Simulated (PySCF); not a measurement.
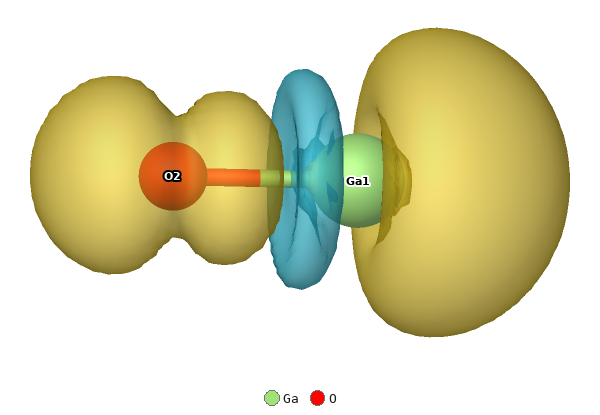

GaO (doublet). Isosurfaces of the spin density at +0.015 (yellow) and −0.015 e/Å³ (cyan), seen from one side.

These are results of PySCF, PBE0/def2-TZVPP, non-relativistic Hamiltonian with scalar-relativistic core potentials where named, at a bond length of 1.711 Å, not measurements.

Which atoms carry the spin?

The unpaired spin (1 electron) lies mostly on O2 (about 0.5) and Ga1 (about 0.5), in electrons by Hirshfeld's partition.
